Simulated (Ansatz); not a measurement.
**Molecular dynamics of HfSiNH5ClOF (part 2 of 2)**

Continued. System: HfSiNH5ClOF. Method: RKS PBE/def2-SVP (Ansatz 0.2.0). One setting was made poor on purpose. It belongs to a series of runs on one base structure; here: dynamics from the start.

Geometry of the input (Å):
```
Hf -0.1513  -0.0984  -0.3568
O  -0.6825  -0.2314  1.5093
Si -1.2617  -0.3561  3.0851
H  -2.4694  -1.2521  3.1114
H  -0.1860  -0.9393  3.9601
H  -1.6318  1.0094  3.5925
N  1.8728  -0.0070  -0.3778
H  2.4704  -0.2692  -1.1713
H  2.4765  0.3256  0.3829
Cl -1.0514  1.8911  -1.3183
F  -0.6564  -1.6128  -1.4333
```

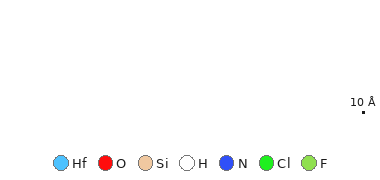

*The geometry at step 24 of the log (ball-and-stick view, seen at a tilt).*

### Trajectory as extended XYZ, continued
```
11
Properties=species:S:1:pos:R:3:forces:R:3 step=7 time_fs=28.0 energy=-28005.64889 temperature=55051314.2
Hf   -0.1567   -0.0907   -0.3379   -0.4725   0.1297   0.4835
O    -0.5200   -0.2453    1.5727    0.2139   0.1143  -1.0890
Si   -1.3556   -0.3431    3.0515   -0.8085   1.1814  -1.6498
H    -2.5505   -1.1634    2.8656   -0.9693   0.0053  -0.3088
H    -0.6429   -1.1696    3.8757    1.9479  -1.5002   2.0309
H    -1.5482    1.0343    3.5657   -0.1594   0.2012   0.1167
N   -16.8967  -11.2013  -19.8756    0.0001   0.0001   0.0002
H     3.5846    0.0686   -3.6705   -0.0804  -0.0019   0.0868
H   262.0708  154.9912  270.0311    0.0000   0.0000   0.0000
Cl   -1.0445    1.8598   -1.3053    0.1900  -0.1136   0.1343
F    -0.5864   -1.5994   -1.4187    0.1382  -0.0163   0.1951
11
Properties=species:S:1:pos:R:3:forces:R:3 step=9 time_fs=36.0 energy=-28005.68581 temperature=55051288.1
Hf   -0.1540   -0.0879   -0.3335    0.0251   0.4277  -0.2029
O    -0.4589   -0.2522    1.5370   -0.8913   0.0148   1.4260
Si   -1.3883   -0.3413    3.0440    1.1346  -1.0735  -0.1380
H    -2.7284   -1.0214    2.7122    0.5530   0.3324   0.1433
H    -0.4897   -1.2794    4.0031   -0.9480   0.9647  -0.8532
H    -1.5864    1.0457    3.6358    0.0972  -0.3376  -0.2421
N   -29.4791  -18.6464  -32.7877    0.0000   0.0000   0.0001
H     4.0896    0.0915   -5.2047   -0.0132  -0.0002   0.0196
H   435.3477  258.2705  450.2680    0.0000   0.0000   0.0000
Cl   -1.0392    1.8464   -1.2969    0.0434   0.1972  -0.0039
F    -0.5657   -1.5911   -1.3990   -0.0007  -0.5257  -0.1488
11
Properties=species:S:1:pos:R:3:forces:R:3 step=11 time_fs=44.0 energy=-28005.65670 temperature=55051222.7
Hf   -0.1513   -0.0838   -0.3295    0.1401   0.2264   0.0335
O    -0.4286   -0.2585    1.5479   -0.8347  -0.0510   1.2424
Si   -1.4039   -0.3507    3.0205    1.7473  -0.3042  -0.2533
H    -2.7626   -0.7660    2.5939   -0.1462  -0.5201   0.0414
H    -0.5195   -1.1924    4.0262   -0.9599   0.3814  -0.8089
H    -1.5891    0.9915    3.6177    0.1336   0.4128   0.0502
N   -42.0616  -26.0916  -45.6998    0.0000   0.0000   0.0000
H     4.5849    0.1141   -6.7252   -0.0035   0.0000   0.0068
H   608.6246  361.5498  630.5049    0.0000   0.0000   0.0000
Cl   -1.0331    1.8363   -1.2885   -0.0665   0.4129  -0.1165
F    -0.5447   -1.5989   -1.3835   -0.0103  -0.5581  -0.1957
11
Properties=species:S:1:pos:R:3:forces:R:3 step=13 time_fs=52.0 energy=-28005.69423 temperature=55051262.6
Hf   -0.1482   -0.0790   -0.3252   -0.1561  -0.4598   0.8784
O    -0.4276   -0.2663    1.6004    0.3097   0.0252  -1.1590
Si   -1.3994   -0.3527    2.9812   -1.0807   1.8234  -1.0371
H    -2.7747   -0.7597    2.5366    0.0310  -0.2157   0.1003
H    -0.7789   -1.1803    3.9235    0.8302  -1.4520   1.3654
H    -1.5119    1.0373    3.5664    0.0283  -0.1209  -0.0580
N   -54.6440  -33.5367  -58.6119    0.0000   0.0000   0.0000
H     5.0778    0.1368   -8.2413   -0.0016   0.0000   0.0036
H   781.9015  464.8291  810.7418    0.0000   0.0000   0.0000
Cl   -1.0280    1.8331   -1.2820   -0.0851   0.4556  -0.1643
F    -0.5237   -1.6236   -1.3737    0.1244  -0.0557   0.0707
11
Properties=species:S:1:pos:R:3:forces:R:3 step=16 time_fs=64.0 energy=-28005.65472 temperature=55051197.7
Hf   -0.1445   -0.0753   -0.3137   -0.1487  -0.8367   0.0093
O    -0.3983   -0.2768    1.5926    0.3514  -0.0530  -0.7706
Si   -1.4086   -0.3400    2.9355   -1.2916   0.7484  -0.3857
H    -2.7763   -0.8807    2.5082    0.2295   0.5915  -0.1008
H    -1.0630   -1.3713    3.8605    0.8838  -0.8479   1.0376
H    -1.3916    1.0632    3.5153   -0.1713  -0.3746  -0.0083
N   -73.5177  -44.7044  -77.9800    0.0000   0.0000   0.0000
H     5.8153    0.1708  -10.5113   -0.0008   0.0000   0.0020
H  1041.8168  619.7481 1081.0972    0.0000   0.0000   0.0000
Cl   -1.0230    1.8429   -1.2774   -0.0638   0.3827  -0.1112
F    -0.4838   -1.6597   -1.3522    0.2116   0.3895   0.3277
11
Properties=species:S:1:pos:R:3:forces:R:3 step=18 time_fs=72.0 energy=-28005.72247 temperature=55051236.0
Hf   -0.1428   -0.0762   -0.3056    0.1695  -0.2866  -1.5503
O    -0.3585   -0.2854    1.5428   -0.7796  -0.1392   1.9190
Si   -1.4314   -0.3382    2.9197    0.2700  -0.7597   0.0488
H    -2.8254   -0.6844    2.3767    0.5175   0.1541   0.2159
H    -0.9475   -1.4581    3.9107   -0.2742   0.8054  -0.7282
H    -1.4128    1.0231    3.5677    0.0050  -0.1730  -0.0685
N   -86.1001  -52.1495  -90.8921    0.0000   0.0000   0.0000
H     6.3063    0.1935  -12.0230   -0.0006   0.0000   0.0015
H  1215.0937  723.0274 1261.3341    0.0000   0.0000   0.0000
Cl   -1.0211    1.8580   -1.2769   -0.0351   0.2691  -0.0257
F    -0.4489   -1.6699   -1.3258    0.1276   0.1299   0.1876
11
Properties=species:S:1:pos:R:3:forces:R:3 step=20 time_fs=80.0 energy=-28005.66434 temperature=55051188.8
Hf   -0.1405   -0.0781   -0.3022    0.1394   0.2986  -0.9913
O    -0.3451   -0.2987    1.5567   -0.5908   0.0524   1.1491
Si   -1.4471   -0.3430    2.8994    1.2145   0.7797  -0.6409
H    -2.7640   -0.4568    2.3028   -0.9011  -0.5187  -0.2125
H    -0.8661   -1.3415    3.7776   -0.0683  -0.8520   0.5310
H    -1.4357    0.9509    3.6105    0.1132   0.4525   0.1736
N   -98.6825  -59.5946 -103.8042    0.0000   0.0000   0.0000
H     6.7970    0.2162  -13.5339   -0.0004   0.0000   0.0011
H  1388.3706  826.3067 1441.5710    0.0000   0.0000   0.0000
Cl   -1.0197    1.8775   -1.2769    0.0556   0.0321   0.0640
F    -0.4099   -1.6762   -1.2936    0.0380  -0.2447  -0.0742
11
Properties=species:S:1:pos:R:3:forces:R:3 step=22 time_fs=88.0 energy=-28005.71482 temperature=55051222.7
Hf   -0.1379   -0.0791   -0.3021   -0.1580   0.5153   0.3882
O    -0.3524   -0.3099    1.6117    0.5051   0.3242  -1.3533
Si   -1.4464   -0.3367    2.8713   -0.7588   0.0858   1.0743
H    -2.8660   -0.4685    2.2588    0.6722  -0.1438   0.4066
H    -0.9418   -1.4708    3.7543   -0.4845   0.1992  -0.1471
H    -1.4007    0.9719    3.6664    0.0201  -0.3812  -0.3002
N  -111.2650  -67.0397 -116.7163    0.0000   0.0000   0.0000
H     7.2873    0.2389  -15.0440   -0.0003   0.0000   0.0008
H  1561.6475  929.5860 1621.8079    0.0000   0.0000   0.0000
Cl   -1.0174    1.8976   -1.2757    0.1817  -0.2552   0.1453
F    -0.3694   -1.6898   -1.2634    0.0225  -0.3444  -0.2146
11
Properties=species:S:1:pos:R:3:forces:R:3 step=24 time_fs=96.0 energy=-28005.66163 temperature=55051204.4
Hf   -0.1357   -0.0784   -0.3010   -0.2416   0.4081   0.4222
O    -0.3429   -0.3095    1.6207    0.5246   0.2268  -1.3599
Si   -1.4546   -0.3282    2.8618   -0.2980  -1.7978   1.5525
H    -2.8160   -0.5795    2.3413   -0.4224   0.2812  -0.3556
H    -1.2497   -1.6273    3.7457    0.1536   1.0777  -0.5126
H    -1.3432    0.9202    3.6394    0.0128   0.3474   0.2199
N  -123.8474  -74.4848 -129.6284    0.0000   0.0000   0.0000
H     7.7775    0.2616  -16.5536   -0.0002   0.0000   0.0006
H  1734.9244 1032.8653 1802.0448    0.0000   0.0000   0.0000
Cl   -1.0119    1.9134   -1.2721    0.2256  -0.3805   0.1877
F    -0.3282   -1.7140   -1.2398    0.0456  -0.1630  -0.1548
11
Properties=species:S:1:pos:R:3:forces:R:3 step=27 time_fs=108.0 energy=-28005.66528 temperature=55051229.6
Hf   -0.1338   -0.0749   -0.2981   -0.0119  -0.0043  -0.9320
O    -0.3097   -0.2971    1.5711   -0.9085  -0.1754   1.4053
Si   -1.4898   -0.3413    2.8781    1.2062  -1.3523  -0.0523
H    -2.8034   -0.3731    2.2382   -0.6616  -0.0092  -0.3130
H    -1.3392   -1.6217    3.7950    0.0770   0.9676  -0.7890
H    -1.2907    0.8918    3.6297    0.0923   0.5885   0.4650
N  -142.7210  -85.6525 -148.9965    0.0000   0.0000   0.0000
H     8.5125    0.2957  -18.8173   -0.0002   0.0000   0.0005
H  1994.8397 1187.7843 2072.4002    0.0000   0.0000   0.0000
Cl   -0.9967    1.9252   -1.2607    0.1481  -0.2757   0.1492
F    -0.2635   -1.7571   -1.2120    0.0586   0.2608   0.0663
11
Properties=species:S:1:pos:R:3:forces:R:3 step=29 time_fs=116.0 energy=-28005.56355 temperature=55051173.6
Hf   -0.1328   -0.0724   -0.2992   -0.0118  -0.3440  -0.2561
O    -0.3227   -0.2950    1.5877   -0.5893  -0.1029   0.5206
Si   -1.5022   -0.3554    2.8793    0.1817   3.0770  -1.9898
H    -2.8201   -0.1482    2.1228    0.2574  -0.4940   0.5112
H    -1.2351   -1.4611    3.6783    0.1249  -2.0746   1.1570
H    -1.2679    0.9054    3.7014   -0.1037  -0.3184  -0.1102
N  -155.3035  -93.0976 -161.9086    0.0000   0.0000   0.0000
H     9.0023    0.3184  -20.3260   -0.0002   0.0000   0.0004
H  2168.1166 1291.0636 2252.6371    0.0000   0.0000   0.0000
Cl   -0.9831    1.9266   -1.2497    0.0943  -0.1766   0.0635
F    -0.2179   -1.7773   -1.1920    0.0467   0.4334   0.1034
11
Properties=species:S:1:pos:R:3:forces:R:3 step=31 time_fs=124.0 energy=-28005.68155 temperature=55051245.0
Hf   -0.1318   -0.0710   -0.3013   -0.0754  -0.4904   0.7223
O    -0.3571   -0.2959    1.6226    0.2848   0.2655  -1.2286
Si   -1.4995   -0.3410    2.8611   -0.2401  -0.3284   1.0545
H    -2.8780   -0.1704    2.1856    0.4999  -0.3147   0.4220
H    -1.2254   -1.6736    3.6644   -0.4815   0.9235  -0.6373
H    -1.2717    0.8454    3.8008   -0.0735  -0.3577  -0.2987
N  -167.8859 -100.5427 -174.8207    0.0000   0.0000   0.0000
H     9.4920    0.3411  -21.8344   -0.0001   0.0000   0.0004
H  2341.3935 1394.3429 2432.8740    0.0000   0.0000   0.0000
Cl   -0.9678    1.9250   -1.2376    0.0531  -0.0828  -0.0347
F    -0.1709   -1.7838   -1.1688    0.0328   0.3850   0.0002
11
Properties=species:S:1:pos:R:3:forces:R:3 step=33 time_fs=132.0 energy=-28005.62041 temperature=55051213.4
Hf   -0.1310   -0.0713   -0.3009    0.0331  -0.2559   0.7835
O    -0.3818   -0.2869    1.6133    0.3840   0.4399  -1.1754
Si   -1.4974   -0.3253    2.8573   -0.0038  -2.4867   1.0932
H    -2.8634   -0.3299    2.3681   -0.8871   0.3716  -0.5816
H    -1.4267   -1.7701    3.5047    0.2092   1.1235  -0.2785
H    -1.2844    0.7256    3.8341    0.2685   0.7111   0.5174
N  -180.4683 -107.9879 -187.7328    0.0000   0.0000   0.0000
H     9.9817    0.3638  -23.3426   -0.0001   0.0000   0.0003
H  2514.6704 1497.6222 2613.1109    0.0000   0.0000   0.0000
Cl   -0.9516    1.9220   -1.2262   -0.0232   0.0843  -0.1395
F    -0.1228   -1.7787   -1.1460    0.0194   0.0121  -0.2194
11
Properties=species:S:1:pos:R:3:forces:R:3 step=36 time_fs=144.0 energy=-28005.74236 temperature=55051256.4
Hf   -0.1293   -0.0728   -0.2968    0.4087   0.1746  -0.5734
O    -0.4067   -0.2465    1.5486   -0.7671   0.0050   1.5130
Si   -1.5183   -0.3373    2.8783    0.4552  -1.4323  -0.3814
H    -2.9012   -0.1678    2.3584   -0.1824   0.1320  -0.1421
H    -1.4001   -1.7639    3.4652    0.0027   0.7281  -0.2142
H    -1.1737    0.6933    3.8527    0.1977   0.5055   0.4461
N  -199.3420 -119.1555 -207.1009    0.0000   0.0000   0.0000
H    10.7160    0.3979  -25.6046   -0.0001   0.0000   0.0003
H  2774.5857 1652.5411 2883.4662    0.0000   0.0000   0.0000
Cl   -0.9286    1.9213   -1.2140   -0.1340   0.3213  -0.2555
F    -0.0494   -1.7746   -1.1267    0.0192  -0.4342  -0.3929
11
Properties=species:S:1:pos:R:3:forces:R:3 step=38 time_fs=152.0 energy=-28005.62546 temperature=55051184.1
Hf   -0.1267   -0.0732   -0.2957    0.3064  -0.1164  -0.1751
O    -0.4520   -0.2165    1.5587   -0.2470  -0.2376   0.4915
Si   -1.5287   -0.3599    2.8897    0.0806   2.7518  -0.6880
H    -2.8810    0.0988    2.2768    0.4931  -0.6490   0.5741
H    -1.3086   -1.6389    3.4734   -0.2060  -1.4735   0.5200
H    -1.0517    0.7235    3.8724   -0.3280  -0.4495  -0.2428
N  -211.9244 -126.6007 -220.0130    0.0000   0.0000   0.0000
H    11.2054    0.4206  -27.1123   -0.0001   0.0000   0.0003
H  2947.8626 1755.8204 3063.7032    0.0000   0.0000   0.0000
Cl   -0.9158    1.9270   -1.2112   -0.1041   0.2679  -0.2637
F     0.0002   -1.7869   -1.1289    0.0051  -0.0937  -0.2162
11
Properties=species:S:1:pos:R:3:forces:R:3 step=40 time_fs=160.0 energy=-28005.70060 temperature=55051226.7
Hf   -0.1230   -0.0742   -0.2950    0.0465  -0.5108   0.3845
O    -0.5058   -0.1948    1.5860    0.6224  -0.1674  -1.2007
Si   -1.5292   -0.3545    2.8962    0.7156  -0.7785   1.3615
H    -2.8239    0.0709    2.4078   -1.0949  -0.0348  -0.1792
H    -1.4051   -1.7806    3.5259   -0.2755   0.8130  -0.5373
H    -1.0439    0.6356    3.8894    0.0234   0.1556   0.3380
N  -224.5068 -134.0458 -232.9251    0.0000   0.0000   0.0000
H    11.6948    0.4432  -28.6199   -0.0001   0.0000   0.0002
H  3121.1395 1859.0997 3243.9401    0.0000   0.0000   0.0000
Cl   -0.9047    1.9373   -1.2128   -0.0078   0.0737  -0.2043
F     0.0500   -1.8019   -1.1380   -0.0297   0.4490   0.0373
```
